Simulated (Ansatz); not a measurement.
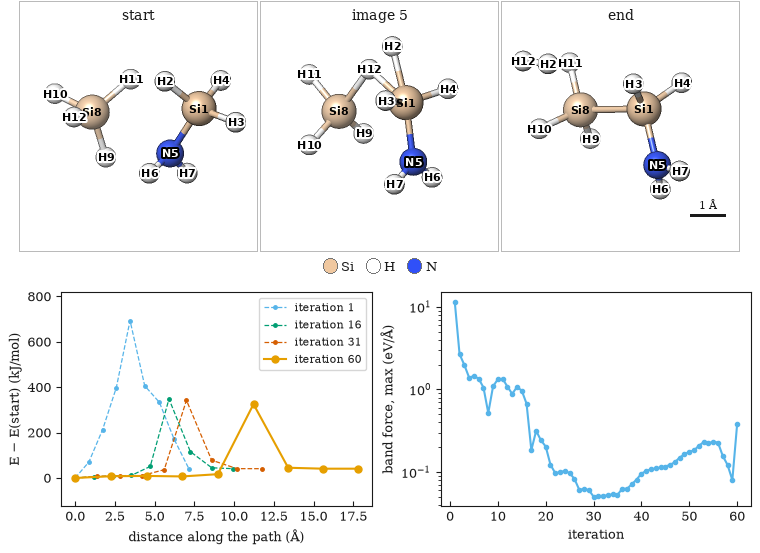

A nudged-elastic-band calculation for Si$_{2}$NH$_{9}$, made up at the start of SiNH5 and SiH4. Images are numbered from 0 (start) to 8 (end). The plot follows the band through its iterations. Style: ball-and-stick. Shown from a free direction.

All numbers below come from Ansatz, RKS BHLYP-D4/6-31G*. Run with 7 movable images; climbing image; force threshold 0.05 eV/Å; iteration limit 60; starting path through a guess of the saddle point.

Question: Judge this run.

Answer: The result isn't final. The band hadn't converged when the run stopped after 60 iterations. The largest component of the band force went from 11 to 0.38 eV/Å. The barrier read from it is provisional, though the highest image hardly moved in the last two iterations. The first iteration put the highest image at 693.8 kJ/mol. The highest point, image 5, lies 325.3 kJ/mol above the start and 284.3 kJ/mol above the end; the end is at +41.0 kJ/mol relative to the start.

Limits of the set-up: the start holds two separate molecules, 2.9 Å apart at their closest, whose relative position is a soft coordinate.

Cost: 22 min on 1 thread of Arm Neoverse V1, on a shared host, peak memory 0.14 GiB.
